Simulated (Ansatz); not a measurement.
# CN (SMILES [C-]#N) (charge −1): what the fields show

Input file:

```
crystal:
  periodic: [false, false, false]
  atoms:
    - {symbol: C, position_ang: [0.499656, -0.161714, 0.257343]}
    - {symbol: N, position_ang: [-0.499656, 0.161714, -0.257343]}
basis:
  gaussian: {orbitals: "def2-TZVPPD.json"}
total_charge: -1
hamiltonian: {xc: pbe0, dispersion: d4}
output: {orbitals: {seedname: orbitals}}
```

Command:

```sh
ansatz run in.yaml --threads 2 --pin off --events-out ev --progress --plain --max-ram 32768MiB --backend cpu
```

Geometry: PBE0-D4/def2-TZVPD.

Method: RKS PBE0-D4/def2-TZVPPD in Ansatz 0.2.0.

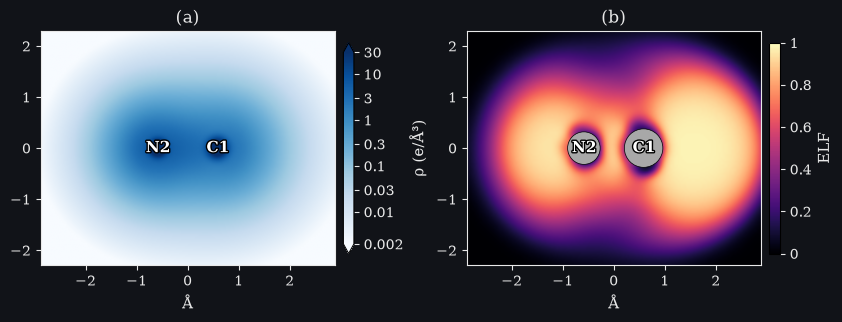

Figure 1. (a) total electron density; (b) electron localisation function on a plane that holds the molecular axis. Grey discs cover the atomic cores in the ELF map.

**Describe what can be read from this map.**

Atoms in the plane: C and N. C–N (1.17 Å): the density is about 3.7 e/Å³ at the midpoint; the ELF peaks at about 0.90 between the atoms (a multiple bond). The ELF also peaks beside N2 and C1, away from the bonds: lone-pair regions.

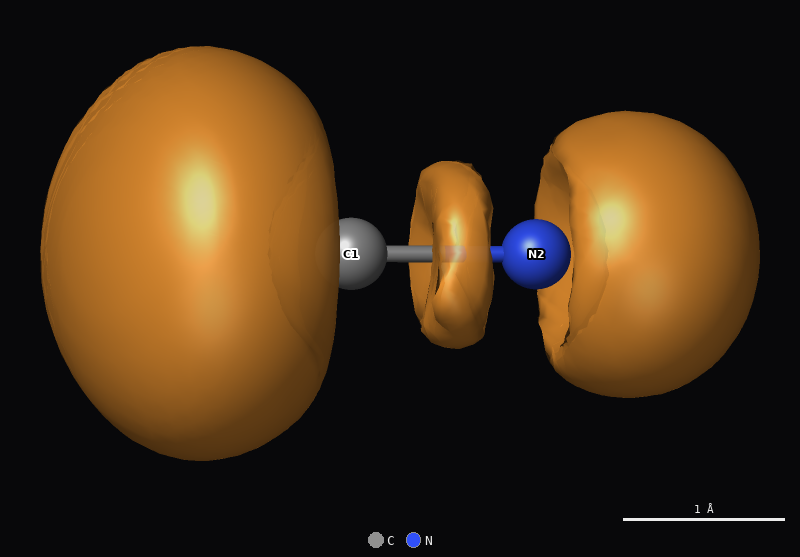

Figure 2. Isosurface of the electron localisation function at 0.8 (orange), seen from one side. Only the valence region is drawn (cores and ρ < 0.01 e/Å³ removed).

**What do the ELF domains correspond to?**

At this value the surface marks out one region between bonded C–N atoms (shared pairs), one lobe on C, pointing away from the bonds (lone pairs) and one lobe on N, pointing away from the bonds (lone pairs).

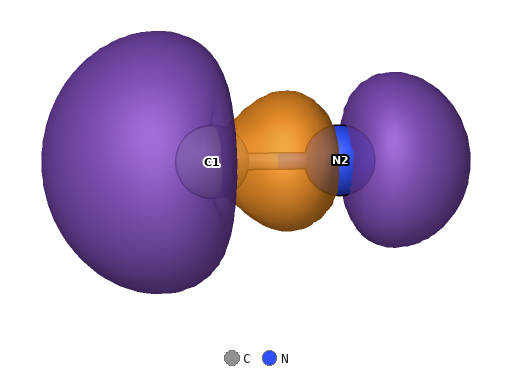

Figure 3. The HOMO at ±0.15 Å⁻³ᐟ² (orange and purple are the two phases), seen from one side.

**Describe this orbital and give its energy.**

By Hirshfeld shares it lies mainly on C1 (about 70 %) and N2 (about 30 %); it is of σ type. Its energy is −1.33 eV.
